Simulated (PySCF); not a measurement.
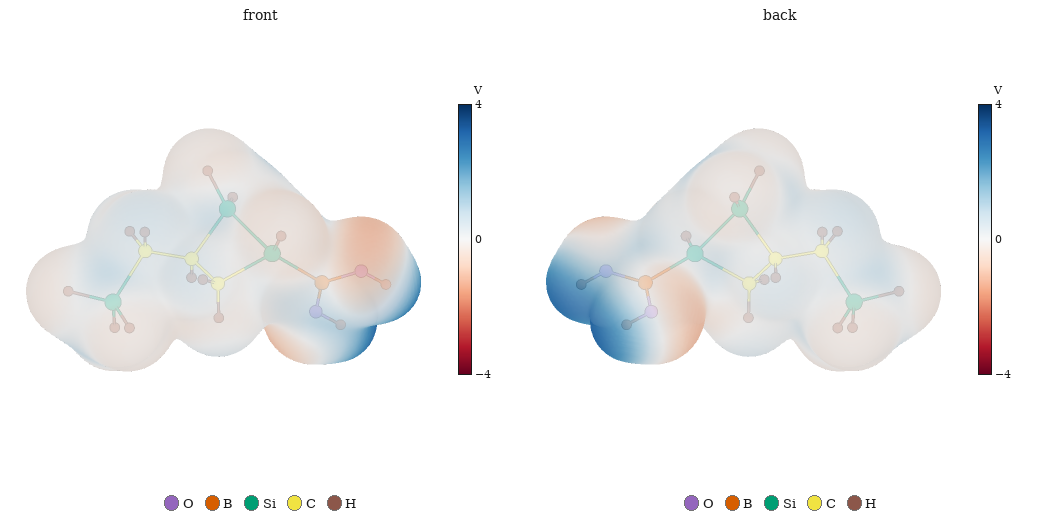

Figure 1: C$_{3}$H$_{13}$BO$_{2}$Si$_{3}$. The electrostatic potential painted on the density surface at 0.002 e/bohr³, seen from the front and from behind; red is negative and blue positive.

Geometry: GFN2-xTB.

All numbers below come from PySCF, PBE0/pcSseg-1, SCF density, gas phase, non-relativistic.

```xyz
22

O     4.3202   -0.5686    0.9891
B     3.0944   -0.8772    0.5009
O     2.8467   -2.0060   -0.2031
Si    1.6590    0.4266    0.7736
C    -0.1688   -0.2063    0.8576
C    -0.7418    0.3063   -0.4841
C    -2.1592    0.8562   -0.3652
Si   -3.4395   -0.4388    0.1775
Si    0.6398    1.5514   -1.0065
H     5.0408   -1.1866    0.8388
H     3.5711   -2.6173   -0.3581
H     1.9019    1.3156    1.9358
H    -0.6963    0.2685    1.6852
H    -0.3062   -1.2809    0.9791
H    -0.7633   -0.5267   -1.1945
H    -2.1551    1.6945    0.3359
H    -2.4601    1.2694   -1.3317
H    -4.7785    0.1593    0.1623
H    -3.4117   -1.5699   -0.7549
H    -3.1745   -0.9310    1.5306
H     0.1817    2.9398   -0.8506
H     0.9890    1.4411   -2.4332
```

> Where is the surface potential most negative and most positive?

The most negative region (about −1.2 V) lies over O1, the most positive (about +3.0 V) over H10 and H11. O1 is the likeliest acceptor of a hydrogen bond.
